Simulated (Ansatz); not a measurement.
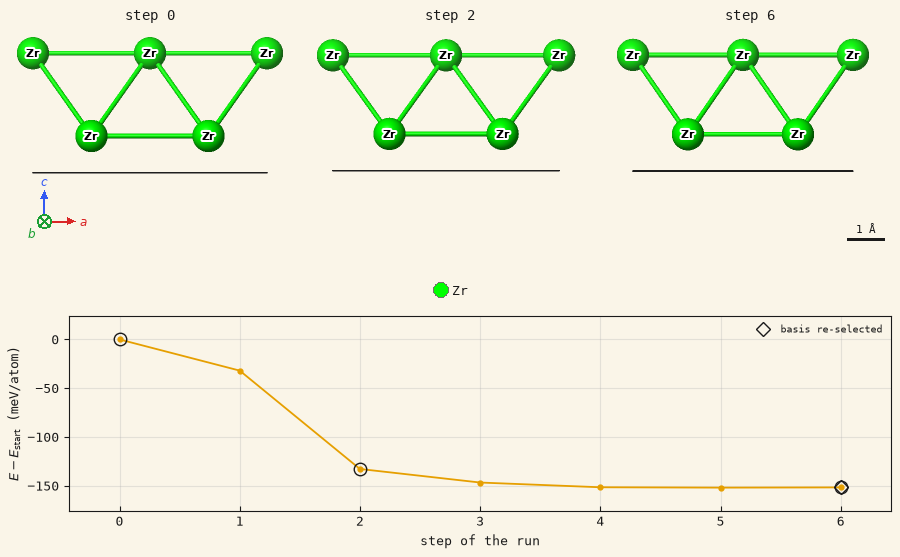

Frames of a relaxation of a free-standing layer of Zr (a generated structure, set up in P4/nmm) (coarse preliminary run), marked on the history of the run. A ball-and-stick model of the 2 × 2 repeat of the cell, outlined in the plane, without the vacuum, seen along the b axis.

All numbers below come from DFT PBE, scalar-relativistic, plane waves, PAW in Ansatz.

Input file:
```yaml
crystal:
  lattice:
    - [3.189052, 0.0, 0.0]
    - [0.0, 3.189052, 0.0]
    - [0.0, 0.0, 17.0]
  atoms:
    - { symbol: Zr, position: [0.5, 0.0, 0.43367647] }
    - { symbol: Zr, position: [0.0, 0.5, 0.56632353] }
  periodic: [true, true, false]
basis:
  ecutwfc: 420
kpoints:
  mp_grid: { grid: [6, 6, 1] }
hamiltonian:
  xc: pbe
scf:
  occupations: { method: gaussian, width: 0.1 }
  lower_state_search: "off"
output:
  forces: true
  stress: true
  eigenvalues: true
relax:
  adjacent_minimum: "off"
  f_tol: 0.04
  max_steps: 70
  cell: { stress_2d_tol: 0.16 }
```

Launched with:
```bash
ansatz run input.yaml --threads 1 --pin off --max-ram 2048MiB --backend cpu --events-out ev --progress --plain --runs-dir out
```

### What happens along the run?

The energy falls by 152 meV per atom in 5 accepted moves (6 points after the start). The largest force component goes from 1.2 to 0.0044 eV/Å. At 1 point the geometry stayed and the basis and grid were re-selected for the new cell (energy shift of 0.2 meV per atom at most each time). The largest moves relative to the cell and the layer's centre, 0.045 Å, are those of Zr1 and Zr2. Zr1 goes along the normal (+c). In the plane the drawn cell goes a 6.378 → 5.995 Å (−6.0 %), b 6.378 → 5.995 Å (−6.0 %). Near-neighbour distances that change, for instance: Zr1–Zr1 3.189 → 2.997 Å, Zr1–Zr2 3.189 → 3.029 Å. The program noted that it reset the height of the cell. From step 0 to 2: Zr atoms move most (0.06 Å), energy −133 meV per atom. From step 2 to 6: energy −18.9 meV per atom.
